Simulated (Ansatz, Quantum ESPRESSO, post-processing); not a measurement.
# Rh(111), 4 layers, one monolayer of H on top sites against a metal electrode, part 4 of 6

Wanted: the capacitance of Rh(111), 4 layers, one monolayer of H on top sites by the effective screening medium.

Quantum ESPRESSO 7.5; plane-wave DFT, PBE, GBRV ultrasoft pseudopotentials; geometry by Ansatz 0.2.0 with PAW datasets.

So far. Step 6 (SCF with pw.x: charge 0.0094 e): The electrode's potential over the Fermi level goes from 5.586 to 7.133 eV, the far face's from 5.169 to 5.177 eV. Step 7 (Ground state: charge 0.0188 e): The electrode's potential over the Fermi level goes from 7.133 to 8.686 eV, the far face's from 5.177 to 5.172 eV.

### Step 8. Ground state: charge 0.0375 e

q5.in reads:

```
&control
  prefix = 'q5'
  outdir = './out'
  pseudo_dir = './pseudo'
  calculation = 'scf'
  tprnfor = .true.
/
&system
  ibrav = 0
  nat = 5
  ntyp = 2
  ecutwfc = 40
  ecutrho = 200
  occupations = 'smearing'
  smearing = 'mv'
  degauss = 0.02
  assume_isolated = 'esm'
  esm_bc = 'bc3'
  tot_charge = 0.0375
/
&electrons
  conv_thr = 1e-08
  mixing_beta = 0.4
  electron_maxstep = 120
  mixing_mode = 'local-TF'
  startingpot = 'file'
/
ATOMIC_SPECIES
  Rh  102.9055  rh_pbe_v1.4.uspp.F.UPF
  H   1.0080  h_pbe_v1.4.uspp.F.UPF
CELL_PARAMETERS angstrom
  2.68700576847903 -0.00000000002887 0.00000000000000
  1.34350288426451 2.32701525560373 0.00000000000000
  0.00000000000000 0.00000000000000 24.58179306880000
ATOMIC_POSITIONS crystal
  Rh  0.000000000000 0.000000000000 -0.079954514104
  Rh  0.333333333333 0.333333333333 0.009295729596
  Rh  0.666666666667 0.666666666667 0.099553387139
  Rh  0.000000000000 0.000000000000 0.189922190116
  H   -0.000000000000 0.000000000000 0.253660312865
K_POINTS automatic
  12 12 1 0 0 0
```

Run with:

```
$ cp -r out/q4.save out/q5.save
$ OMP_NUM_THREADS=1 mpirun -n 4 pw.x -nk 4 -in q5.in > q5.out
```

The program printed:

```text
[banner, memory and clock lines left out]
Program PWSCF v.7.5 starts
[...]
Message from routine setup:
[...]
number of electrons       =        60.96
     number of Kohn-Sham states=           37
     kinetic-energy cutoff     =      40.0000  Ry
     charge density cutoff     =     200.0000  Ry
[...]
number of k points=    19  Marzari-Vanderbilt smearing, width (Ry)=  0.0200
[...]
Dense  grid:    49661 G-vectors     FFT dimensions: (  24,  24, 216)
[...]
The initial density is read from file :
[...]
negative rho (up, down):  2.446E-01 0.000E+00
     Starting wfcs are   49 randomized atomic wfcs
[...]
negative rho (up, down):  2.451E-01 0.000E+00
[...]
estimated scf accuracy    <      14.29785979 Ry
[...]
negative rho (up, down):  2.452E-01 0.000E+00
[...]
estimated scf accuracy    <       3.82318991 Ry
[...]
negative rho (up, down):  2.453E-01 0.000E+00
[...]
estimated scf accuracy    <       0.14784147 Ry
[...]
negative rho (up, down):  2.457E-01 0.000E+00
[...]
estimated scf accuracy    <       0.08666355 Ry
[...]
negative rho (up, down):  2.456E-01 0.000E+00
[...]
estimated scf accuracy    <       0.06560222 Ry
[...]
negative rho (up, down):  2.454E-01 0.000E+00
[...]
estimated scf accuracy    <       0.01740259 Ry
[...]
negative rho (up, down):  2.446E-01 0.000E+00
[...]
estimated scf accuracy    <       0.02432276 Ry
[...]
negative rho (up, down):  2.444E-01 0.000E+00
[...]
estimated scf accuracy    <       0.01264378 Ry
[...]
negative rho (up, down):  2.446E-01 0.000E+00
[...]
estimated scf accuracy    <       0.00972048 Ry
[...]
negative rho (up, down):  2.446E-01 0.000E+00
[...]
estimated scf accuracy    <       0.00211265 Ry
[...]
negative rho (up, down):  2.446E-01 0.000E+00
[...]
estimated scf accuracy    <       0.00017545 Ry
[...]
negative rho (up, down):  2.446E-01 0.000E+00
[...]
estimated scf accuracy    <       0.00013231 Ry
[...]
negative rho (up, down):  2.445E-01 0.000E+00
[...]
estimated scf accuracy    <       0.00023177 Ry
[...]
negative rho (up, down):  2.445E-01 0.000E+00
[...]
estimated scf accuracy    <       0.00033214 Ry
[...]
negative rho (up, down):  2.445E-01 0.000E+00
[...]
estimated scf accuracy    <       0.00029854 Ry
[...]
negative rho (up, down):  2.445E-01 0.000E+00
[...]
estimated scf accuracy    <       0.00111845 Ry
[...]
negative rho (up, down):  2.445E-01 0.000E+00
[...]
estimated scf accuracy    <       0.00115159 Ry
[...]
negative rho (up, down):  2.445E-01 0.000E+00
[...]
estimated scf accuracy    <       0.00069314 Ry
[...]
negative rho (up, down):  2.445E-01 0.000E+00
[...]
estimated scf accuracy    <       0.00058835 Ry
[...]
negative rho (up, down):  2.446E-01 0.000E+00
[...]
estimated scf accuracy    <       0.00084789 Ry
[...]
negative rho (up, down):  2.445E-01 0.000E+00
[...]
estimated scf accuracy    <       0.00045168 Ry
[...]
negative rho (up, down):  2.446E-01 0.000E+00
[...]
estimated scf accuracy    <       0.00012570 Ry
[...]
negative rho (up, down):  2.447E-01 0.000E+00
[...]
estimated scf accuracy    <       0.00010842 Ry
[...]
negative rho (up, down):  2.446E-01 0.000E+00
[...]
estimated scf accuracy    <       0.00003163 Ry
[...]
negative rho (up, down):  2.446E-01 0.000E+00
[...]
estimated scf accuracy    <       0.00000083 Ry
[...]
negative rho (up, down):  2.447E-01 0.000E+00
[...]
estimated scf accuracy    <       0.00000790 Ry
[...]
negative rho (up, down):  2.446E-01 0.000E+00
[...]
estimated scf accuracy    <       0.00001957 Ry
[...]
negative rho (up, down):  2.447E-01 0.000E+00
[...]
estimated scf accuracy    <       0.00001280 Ry
[...]
negative rho (up, down):  2.447E-01 0.000E+00
[...]
estimated scf accuracy    <       0.00001854 Ry
[...]
negative rho (up, down):  2.447E-01 0.000E+00
[...]
estimated scf accuracy    <       0.00001574 Ry
[...]
negative rho (up, down):  2.447E-01 0.000E+00
[...]
estimated scf accuracy    <       0.00001551 Ry
[...]
negative rho (up, down):  2.447E-01 0.000E+00
[...]
estimated scf accuracy    <       0.00001760 Ry
[...]
negative rho (up, down):  2.447E-01 0.000E+00
[...]
estimated scf accuracy    <       0.00001855 Ry
[...]
negative rho (up, down):  2.446E-01 0.000E+00
[...]
estimated scf accuracy    <       0.00001822 Ry
[...]
negative rho (up, down):  2.446E-01 0.000E+00
[...]
estimated scf accuracy    <       0.00000124 Ry
[...]
negative rho (up, down):  2.446E-01 0.000E+00
[...]
estimated scf accuracy    <       0.00000039 Ry
[...]
negative rho (up, down):  2.446E-01 0.000E+00
[...]
estimated scf accuracy    <       0.00000015 Ry
[...]
negative rho (up, down):  2.447E-01 0.000E+00
[...]
estimated scf accuracy    <       0.00000008 Ry
[...]
negative rho (up, down):  2.447E-01 0.000E+00
[...]
estimated scf accuracy    <       0.00000018 Ry
[...]
negative rho (up, down):  2.447E-01 0.000E+00
[...]
estimated scf accuracy    <       0.00000003 Ry
[...]
negative rho (up, down):  2.447E-01 0.000E+00
[...]
the Fermi energy is   -11.7917 ev
!    total energy              =    -685.83569650 Ry
     estimated scf accuracy    <          7.9E-09 Ry
     smearing contrib. (-TS)   =      -0.00000640 Ry
     internal energy E=F+TS    =    -685.83569010 Ry
[...]
one-electron contribution =  -74386.13932462 Ry
     hartree contribution      =   37174.75325185 Ry
     xc contribution           =    -120.31680594 Ry
     ewald contribution        =   36645.86718861 Ry
     convergence has been achieved in  41 iterations
     negative rho (up, down):  2.447E-01 0.000E+00
[...]
Total force =     0.008391     Total SCF correction =     0.000781
[...]
```

Elapsed: 83 s, on 4 MPI ranks of Arm Neoverse V2, shared host; peak memory 0.57 GiB.

This step gave:

- Fermi energy: -11.79 eV
- vacuum line at the lower end of the cell, over the Fermi level: 5.176 eV
- slope of the potential above: 1.083 eV/Å
- vacuum line at the upper end of the cell, over the Fermi level: 11.79 eV

The electrode's potential over the Fermi level goes from 8.686 to 11.790 eV, the far face's from 5.172 to 5.176 eV.

Gauss's law asks for a slope of 180.95 q/A = 1.085 eV/Å in the gap; the run gives 1.083.

Each curve counts from the Fermi level of its own run.

The potential energy (potential at -0.0188 e) oscillates, so the rows of the table below give means over windows of 2.28 Å about each position, cut where the curve ends. Its maxima inside the range that stand out by 2 % of the span (Å: eV): -0.9: -0.640, 1.4: -0.586, 3.5: -0.654, 7.4: 5.00. Its minima: -1.9: -18.9, 0.2: -19.2, 2.5: -19.0, 4.7: -19.0.

The runs together. Potential energy against z; means over each step:

```tsv
z (Å)	potential at -0.0188 e (eV)	potential at -0.0094 e (eV)	potential at 0 e (eV)	potential at 0.0094 e (eV)	potential at 0.0188 e (eV)	potential at 0.0375 e (eV)
-11.15	5.17	5.18	5.17	5.18	5.17	5.18
-8.87	5.17	5.18	5.17	5.18	5.17	5.18
-6.59	5.17	5.18	5.17	5.18	5.17	5.18
-4.31	4.74	4.75	4.74	4.75	4.74	4.74
-2.03	-9.00	-9.00	-9.01	-9.00	-9.01	-9.00
0.25	-9.59	-9.58	-9.59	-9.59	-9.59	-9.59
2.53	-9.58	-9.57	-9.58	-9.58	-9.58	-9.58
4.81	-8.82	-8.82	-8.82	-8.81	-8.80	-8.79
7.09	4.05	4.23	4.40	4.59	4.77	5.15
9.37	4.10	4.84	5.58	6.34	7.10	8.62
11.65	3.03	4.31	5.59	6.88	8.17	10.8
```

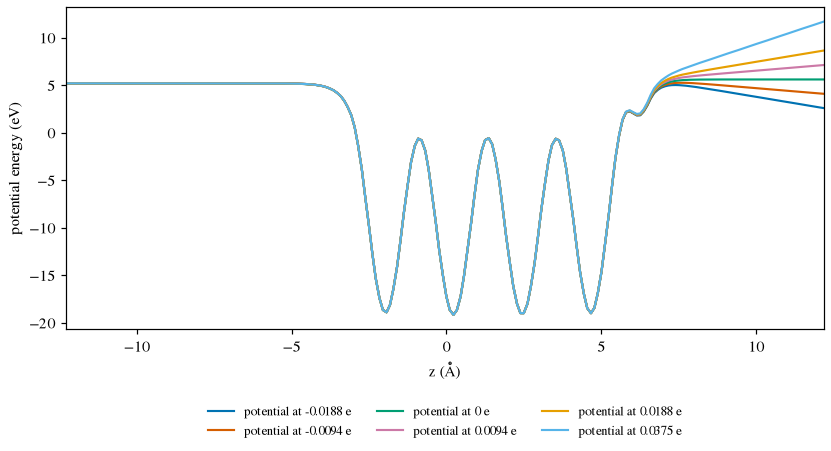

Potential energy against z.

### Step 9. Potential against charge, and the capacitance

Numbers from this step:

- mean capacitance (straight-line fit): 1.555 μF/cm²
- effective gap ε₀/C: 5.693 Å

Electrode's potential less the Fermi level against charge of the slab:

```tsv
charge of the slab (1e13 e/cm²)	electrode's potential less the Fermi level (eV)
-3.01	2.52
-1.50	4.05
0.00	5.59
1.50	7.13
3.01	8.69
6.00	11.8
```

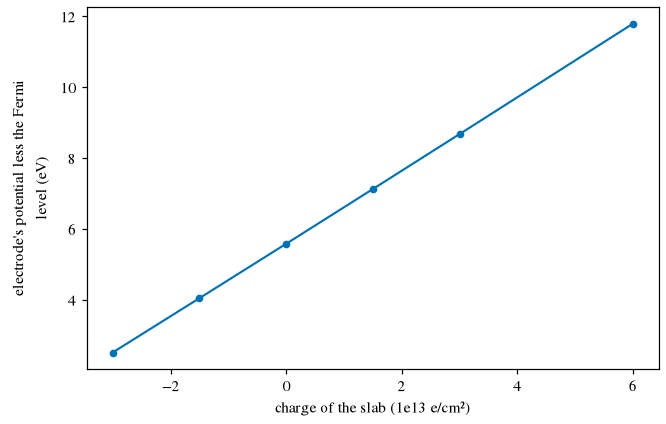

Electrode's potential less the Fermi level, plotted against charge of the slab.

The differential capacitance by charge of the slab:

```tsv
charge of the slab (1e13 e/cm²)	differential capacitance (μF/cm²)
-2.26	1.57
-0.75	1.57
0.75	1.56
2.26	1.55
4.50	1.54
```

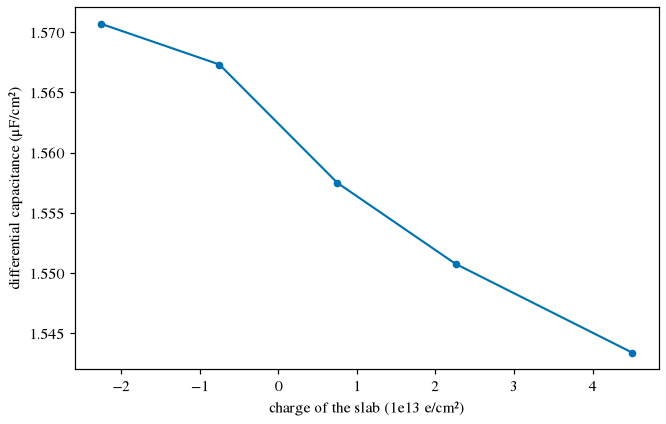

Differential capacitance, plotted against charge of the slab.

### Step 10. SCF with pw.x: constant Fermi level -4.0 eV

GC-SCF turns the question round: the Fermi level is set (gcscf_mu, against the electrode) and the charge is found.

mu0.in, as its differences from the input of step 8:

```diff
@@ -1,3 +1,3 @@
 &control
-  prefix = 'q5'
+  prefix = 'mu0'
   outdir = './out'
@@ -18,10 +18,14 @@
   esm_bc = 'bc3'
-  tot_charge = 0.0375
+  lgcscf = .true.
+  gcscf_mu = -4.0
+  gcscf_conv_thr = 0.001
 /
 &electrons
-  conv_thr = 1e-08
-  mixing_beta = 0.4
-  electron_maxstep = 120
-  mixing_mode = 'local-TF'
-  startingpot = 'file'
+  conv_thr = 1e-09
+  mixing_beta = 0.2
+  electron_maxstep = 160
+  mixing_mode = 'TF'
+  diagonalization = 'rmm-davidson'
+  diago_rmm_conv = .false.
+  diago_full_acc = .true.
 /
```

Run with:

```
$ OMP_NUM_THREADS=1 mpirun -n 4 pw.x -nk 4 -in mu0.in > mu0.out
```

The program printed:

```text
[banner, memory and clock lines left out]
Program PWSCF v.7.5 starts
[citation notice left out]

[...]
Message from routine iosys:
[...]
Message from routine setup:
[...]
bravais-lattice index     =            0
     lattice parameter (alat)  =       5.0777  a.u.
     unit-cell volume          =    1037.2370 (a.u.)^3
     number of atoms/cell      =            5
     number of atomic types    =            2
     number of electrons       =        61.00
     number of Kohn-Sham states=           37
     kinetic-energy cutoff     =      40.0000  Ry
     charge density cutoff     =     200.0000  Ry
     scf convergence threshold =      1.0E-09
     mixing beta               =       0.2000
     number of iterations used =            8  TF        mixing
     Exchange-correlation=  SLA  PW   PBX  PBC
                           (   1   4   3   4   0   0   0)

     Effective Screening Medium Method
     Boundary Conditions: Vacuum-Slab-Metal
     total charge in unit cell        =   0.0000
     grid points for fit at edges     =        4

     >>>>> Grand-Canonical SCF is activated <<<<<
     Initial Total Charge  =     0.000000 e
     Target Fermi Energy   =    -4.000000 eV
     Thr. of Fermi Energy  =     0.001000 eV
     Wave-shift of Kerker  =     0.400000 bohr^-1
     Wave-shift of Hartree =     1.500000 bohr^-1
     Mixing Rate of Fermi  =     0.050000

[...]
PseudoPot. # 1 for Rh read from file:
     ./pseudo/rh_pbe_v1.4.uspp.F.UPF
     Pseudo is Ultrasoft + core correction, Zval = 15.0
     Generated by new atomic code, or converted to UPF format
     Using radial grid of  969 points,  7 beta functions with:
                l(1) =   0
                l(2) =   0
                l(3) =   1
                l(4) =   1
                l(5) =   2
                l(6) =   2
                l(7) =   2
     Q(r) pseudized with  8 coefficients,  rinner =    1.200   1.200   1.200
                                                       1.200   1.200

     PseudoPot. # 2 for H  read from file:
     ./pseudo/h_pbe_v1.4.uspp.F.UPF
     Pseudo is Ultrasoft, Zval =  1.0
     Generated by new atomic code, or converted to UPF format
     Using radial grid of  615 points,  2 beta functions with:
                l(1) =   0
                l(2) =   0
     Q(r) pseudized with  8 coefficients,  rinner =    0.700

     atomic species   valence    mass     pseudopotential
     Rh               15.00   102.90550     Rh( 1.00)
     H                 1.00     1.00800     H ( 1.00)

      6 Sym. Ops. (no inversion) found

[...]
number of k points=    19  Marzari-Vanderbilt smearing, width (Ry)=  0.0200
[...]
Dense  grid:    49661 G-vectors     FFT dimensions: (  24,  24, 216)

     Smooth grid:    35437 G-vectors     FFT dimensions: (  24,  24, 192)

     Initial potential from superposition of free atoms

     starting charge      58.9996, renormalised to      61.0000

     negative rho (up, down):  2.383E-01 0.000E+00
     Starting wfcs are   49 randomized atomic wfcs

     per-process dynamical memory:    50.4 Mb

     Self-consistent Calculation

     iteration #  1     ecut=    40.00 Ry     beta= 0.20
     Davidson diagonalization with overlap
     ethr =  1.00E-05,  avg # of iterations = 71.1

     negative rho (up, down):  2.367E-01 0.000E+00

     total energy              =    -684.84028892 Ry
     estimated scf accuracy    <       1.98279252 Ry

     total charge of GC-SCF    =      -0.00606325 e
     the Fermi energy          =      -5.43107981 eV
                        (error :       1.43107981 eV)

     iteration #  2     ecut=    40.00 Ry     beta= 0.20
[...]
negative rho (up, down):  2.363E-01 0.000E+00

[...]
total energy              =    -684.93920834 Ry
     estimated scf accuracy    <       3.60201806 Ry

     total charge of GC-SCF    =      -0.00197651 e
     the Fermi energy          =      -0.37260057 eV
                        (error :       3.62739943 eV)

     iteration #  3     ecut=    40.00 Ry     beta= 0.20
     RMM-DIIS diagonalization
     c_bands:  5 eigenvalues not converged
     c_bands:  4 eigenvalues not converged
     c_bands:  2 eigenvalues not converged
     c_bands:  2 eigenvalues not converged
     c_bands:  1 eigenvalues not converged
[...]
negative rho (up, down):  2.366E-01 0.000E+00

[...]
total energy              =    -685.88947361 Ry
     estimated scf accuracy    <       0.56325324 Ry

     total charge of GC-SCF    =      -0.00619026 e
     the Fermi energy          =      -5.24050421 eV
                        (error :       1.24050421 eV)

     iteration #  4     ecut=    40.00 Ry     beta= 0.20
     RMM-DIIS diagonalization
     c_bands:  1 eigenvalues not converged
     c_bands:  4 eigenvalues not converged
     c_bands:  1 eigenvalues not converged
[...]
negative rho (up, down):  2.384E-01 0.000E+00

[...]
total energy              =    -685.79073040 Ry
     estimated scf accuracy    <       0.15702881 Ry

     total charge of GC-SCF    =      -0.01526800 e
     the Fermi energy          =      -5.21168261 eV
                        (error :       1.21168261 eV)

     iteration #  5     ecut=    40.00 Ry     beta= 0.20
[...]
negative rho (up, down):  2.406E-01 0.000E+00

[...]
total energy              =    -685.81057043 Ry
     estimated scf accuracy    <       0.11586848 Ry

     total charge of GC-SCF    =      -0.01520189 e
     the Fermi energy          =      -3.57314961 eV
                        (error :       0.42685039 eV)

     iteration #  6     ecut=    40.00 Ry     beta= 0.20
     RMM-DIIS diagonalization
[...]
negative rho (up, down):  2.415E-01 0.000E+00

[...]
total energy              =    -685.85541783 Ry
     estimated scf accuracy    <       0.06858576 Ry

     total charge of GC-SCF    =      -0.01443419 e
     the Fermi energy          =      -4.15095405 eV
                        (error :       0.15095405 eV)

[...]
iteration # 36     ecut=    40.00 Ry     beta= 0.20
     RMM-DIIS diagonalization
[...]
negative rho (up, down):  2.446E-01 0.000E+00

[...]
total energy              =    -685.86024796 Ry
     estimated scf accuracy    <          2.4E-09 Ry

     total charge of GC-SCF    =      -0.00973507 e
     the Fermi energy          =      -3.99979750 eV
                        (error :       0.00020250 eV)

     iteration # 37     ecut=    40.00 Ry     beta= 0.20
     RMM-DIIS diagonalization
[...]
negative rho (up, down):  2.446E-01 0.000E+00

[...]
total energy              =    -685.86017365 Ry
     estimated scf accuracy    <          2.9E-09 Ry

     total charge of GC-SCF    =      -0.00973249 e
     the Fermi energy          =      -3.99987743 eV
                        (error :       0.00012257 eV)

     iteration # 38     ecut=    40.00 Ry     beta= 0.20
     RMM-DIIS diagonalization
     c_bands:  1 eigenvalues not converged
[...]
negative rho (up, down):  2.446E-01 0.000E+00

[...]
total energy              =    -685.86014877 Ry
     estimated scf accuracy    <          2.3E-09 Ry

     total charge of GC-SCF    =      -0.00973935 e
     the Fermi energy          =      -3.99991142 eV
                        (error :       0.00008858 eV)

     iteration # 39     ecut=    40.00 Ry     beta= 0.20
     RMM-DIIS diagonalization
     c_bands:  1 eigenvalues not converged
     c_bands:  1 eigenvalues not converged
[...]
negative rho (up, down):  2.447E-01 0.000E+00

[...]
End of self-consistent calculation

          k = 0.0000 0.0000 0.0000 (  4437 PWs)   bands (ev):

   -50.9465 -50.6551 -50.4370 -50.4370 -50.3674 -50.3674 -50.3428 -50.1316
   -50.1100 -50.1100 -50.0623 -50.0623 -11.4769 -10.4471  -9.7882  -9.5796
    -9.1142  -7.1177  -6.9424  -6.9424  -6.8155  -6.8155  -6.7198  -6.4681
    -6.4681  -6.3662  -6.3662  -5.1810  -4.9389  -4.9389  -4.7003  -4.7003
    -4.0568  -4.0568  -3.5632  -3.5632  -3.3037

          k = 0.0000 0.0962 0.0000 (  4363 PWs)   bands (ev):

   -50.9351 -50.6557 -50.4728 -50.4472 -50.4121 -50.3758 -50.3344 -50.1474
   -50.1291 -50.1188 -50.0983 -50.0712 -11.2408 -10.2341  -9.5818  -9.3505
    -9.0146  -7.1888  -7.1301  -7.0737  -6.7647  -6.6743  -6.6622  -6.5894
    -6.3934  -6.3063  -6.1965  -5.7306  -5.0898  -5.0711  -4.6887  -4.6749
    -4.4314  -4.0549  -3.5499  -3.4316  -2.1185

[...]
the Fermi energy is    -3.9998 ev

!    total energy              =    -685.86019190 Ry
     estimated scf accuracy    <          6.3E-10 Ry

!    total charge of GC-SCF    =      -0.00968435 e
     smearing contrib. (-TS)   =       0.00012354 Ry
     internal energy E=F+TS    =    -685.86031544 Ry

     The total energy is F=E-TS. E is the sum of the following terms:
     one-electron contribution =  -74421.03858161 Ry
     hartree contribution      =   37209.65292314 Ry
     xc contribution           =    -120.34469272 Ry
     ewald contribution        =   36645.86718861 Ry
     pot.stat. contrib. (-muN) =       0.00284715 Ry

     convergence has been achieved in  39 iterations

     negative rho (up, down):  2.447E-01 0.000E+00

     Forces acting on atoms (cartesian axes, Ry/au):

     atom    1 type  1   force =     0.00000000    0.00000000    0.00540634
     atom    2 type  1   force =     0.00000000    0.00000000   -0.00601683
     atom    3 type  1   force =     0.00000000    0.00000000    0.00115876
     atom    4 type  1   force =     0.00000000    0.00000000   -0.00122957
     atom    5 type  2   force =     0.00000000    0.00000000    0.00071472

     Total force =     0.008294     Total SCF correction =     0.000163

[...]
```

Run time: 3.5 min. Hardware: 4 MPI ranks; peak memory 0.58 GiB.

Numbers from this step:

| Property | Result |
| --- | --- |
| Fermi energy | -4.000 eV |
| charge found by GC-SCF | -0.009684 e |
| vacuum line at the lower end of the cell, over the Fermi level | 5.174 eV |
| slope of the potential above | -0.2798 eV/Å |
| vacuum line at the upper end of the cell, over the Fermi level | 4.000 eV |

The potential energy, planar mean oscillates, so the rows of the table below give means over windows of 2.28 Å about each position, cut where the curve ends. Its maxima inside the range that stand out by 2 % of the span (Å: eV): -0.9: -0.638, 1.4: -0.585, 3.5: -0.654, 7.6: 5.23. Its minima: -1.9: -18.9, 0.2: -19.2, 2.5: -19.0, 4.7: -19.0.

Electrostatic potential energy of an electron; zero at the Fermi level. The potential energy, planar mean by z; means over each step:

```tsv
z (Å)	potential energy, planar mean (eV)
-11.15	5.17
-8.87	5.17
-6.59	5.17
-4.31	4.74
-2.03	-9.00
0.25	-9.59
2.53	-9.58
4.81	-8.82
7.09	4.22
9.37	4.82
11.65	4.27
```

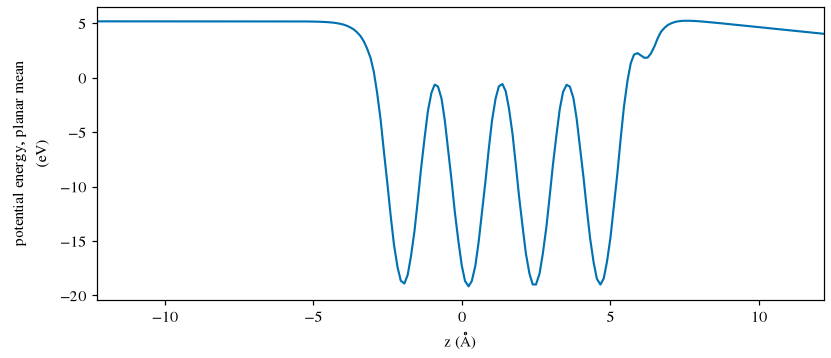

Potential energy, planar mean, plotted against z.

Gauss's law asks for a slope of 180.95 q/A = -0.280 eV/Å in the gap; the run gives -0.280.

(Continued in part 5 of 6.)

[Logs are printed without paths, hosts, clocks, repeated set-up lines and the standing remarks that a program may print on its own settings, such as how far it seeks lower states.]

[Hosts, paths, dates, database ids (printed as entryN), source tags and the programs' standing remarks are cut or masked in the printed files.]

[Maps of the electrostatic potential energy from Ansatz leave out the sawtooth potential of an applied field or a dipole correction, so their vacuum need not be flat; planar profiles and work functions include it.]
